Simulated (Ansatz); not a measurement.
System: L1₀ (CuAu-type) FePt. Method: revPBE (plane waves, PAW; Ansatz, a quantum-chemistry and plane-wave program).

Settings: plane-wave cutoff 520 eV, 20×20×16 k mesh (along the axes of the cell as run), Fermi–Dirac smearing 0.05 eV, spin-polarised with parallel moments, scalar-relativistic PAW data made under PBE.

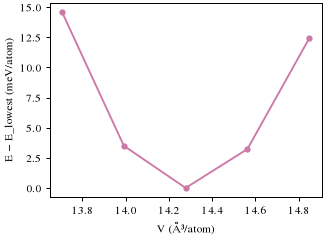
Fig. 1. Total energy against volume

**Question.** From the curve, estimate the equilibrium volume and the bulk modulus.

**Answer.** V0 ≈ 14.3 Å³/atom and B0 ≈ 190 GPa; the fit gives V0 = 14.277 Å³/atom, B0 = 188 GPa, B′ = 5.1.

Shape and atoms are relaxed at each volume.

Measured, for comparison: bulk modulus 208 GPa (room temperature, not corrected to a static lattice; as tabulated in First-principles calculations on Fe-Pt nanoclusters of various morphologies). Computed (rounded) less measured: bulk modulus -10 %.

Note: the bulk modulus comes from volumes at which shape and atoms were relaxed.

Spin–orbit coupling is not included.

The computed numbers hold no vibrational or temperature effects.
